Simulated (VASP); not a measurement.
Shape and ions are relaxed at each volume.

Energy against volume of Co (hcp). The numbers are results of RPBE GGA, VASP's PBE PAW potentials (set 64) (plane waves; VASP 6.6.1), not measurements.

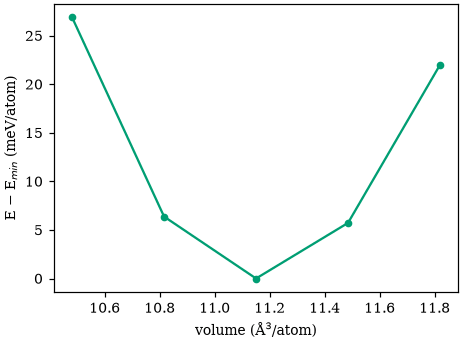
Fig. 1. Energy against volume

Question: Estimate the equilibrium volume and the bulk modulus.

Answer: The minimum lies near 11.2 Å³/atom, and the curvature gives B0 of about 190 GPa.

Measured: bulk modulus 193 GPa at 0 K (computed value off by +0.3 %), as given by Vázquez-Parga, Fernández-Martínez, Viñes, J. Chem. Theory Comput. (2023), doi:10.1021/acs.jctc.3c00612, Supporting … [zero-point energy and finite temperature contributions removed].

The compound is Co in the hcp structure. It was relaxed first.
